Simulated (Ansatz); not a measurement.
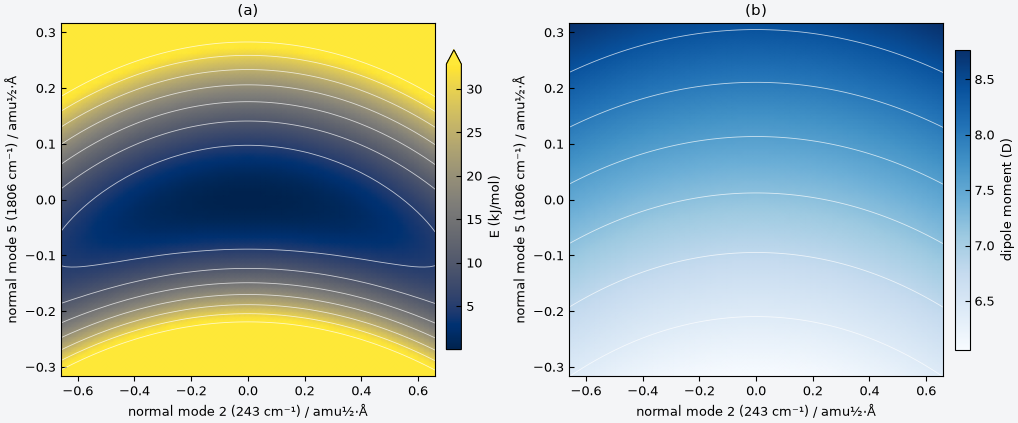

GaH2Na, SMILES [Na][GaH2]. The first coordinate is: normal mode 2 (243 cm⁻¹); the second: normal mode 5 (1806 cm⁻¹). Nothing is relaxed (straight displacements along the two mass-weighted modes). The scan uses a 15 × 15 grid; 123 points were computed and 102 follow by symmetry. Points are written as (first, second). Energies are in kJ/mol, from the lowest grid point. Level of theory: Ansatz, RKS CAM-B3LYP-D4/def2-TZVP.

Panel (a) is the energy; panel (b) is the computed dipole moment, in D.

The picture shows a smooth colour map with a few white contour lines, one colour for all values above the top of the scale. Between grid points the surface is interpolated.

Question: How does the dipole moment vary over the map, and what is it at the lowest grid point?

Answer: Leaving out the highest fifth of the energies, it runs from 6.35 D at (0.000 amu½·Å, −0.226 amu½·Å) to 8.36 D at (−0.377 amu½·Å, 0.271 amu½·Å). At the lowest grid point, (0.000 amu½·Å, 0.000 amu½·Å), it is 7.15 D.

```
normal mode 5 (1806 cm⁻¹) ↓, normal mode 2 (243 cm⁻¹) →  −0.660  −0.566  −0.472  −0.377  −0.283  −0.189  −0.094  0.000  0.094  0.189  0.283  0.377  0.472  0.566  0.660
                                                  0.316    8.77    8.68    8.61    8.55    8.51    8.47    8.45   8.45   8.45   8.47   8.51   8.55   8.61   8.68   8.77
                                                  0.271    8.58    8.49    8.42    8.36    8.32    8.28    8.26   8.26   8.26   8.28   8.32   8.36   8.42   8.49   8.58
                                                  0.226    8.39    8.31    8.23    8.17    8.13    8.09    8.07   8.06   8.07   8.09   8.13   8.17   8.23   8.31   8.39
                                                  0.181    8.21    8.12    8.05    7.98    7.94    7.90    7.88   7.88   7.88   7.90   7.94   7.98   8.05   8.12   8.21
                                                  0.136    8.02    7.94    7.86    7.80    7.75    7.72    7.70   7.69   7.70   7.72   7.75   7.80   7.86   7.94   8.02
                                                  0.090    7.84    7.76    7.68    7.62    7.57    7.54    7.51   7.51   7.51   7.54   7.57   7.62   7.68   7.76   7.84
                                                  0.045    7.67    7.58    7.50    7.44    7.39    7.36    7.34   7.33   7.34   7.36   7.39   7.44   7.50   7.58   7.67
                                                  0.000    7.49    7.40    7.33    7.26    7.22    7.18    7.16   7.15   7.16   7.18   7.22   7.26   7.33   7.40   7.49
                                                 −0.045    7.32    7.23    7.16    7.09    7.05    7.01    6.99   6.98   6.99   7.01   7.05   7.09   7.16   7.23   7.32
                                                 −0.090    7.16    7.07    6.99    6.93    6.88    6.84    6.82   6.82   6.82   6.84   6.88   6.93   6.99   7.07   7.16
                                                 −0.136    7.00    6.91    6.83    6.77    6.72    6.68    6.66   6.65   6.66   6.68   6.72   6.77   6.83   6.91   7.00
                                                 −0.181    6.84    6.75    6.67    6.61    6.56    6.53    6.50   6.50   6.50   6.53   6.56   6.61   6.67   6.75   6.84
                                                 −0.226    6.69    6.60    6.52    6.46    6.41    6.37    6.35   6.35   6.35   6.37   6.41   6.46   6.52   6.60   6.69
                                                 −0.271    6.54    6.45    6.38    6.31    6.26    6.23    6.21   6.20   6.21   6.23   6.26   6.31   6.38   6.45   6.54
                                                 −0.316    6.40    6.31    6.24    6.17    6.12    6.09    6.07   6.06   6.07   6.09   6.12   6.17   6.24   6.31   6.40
```
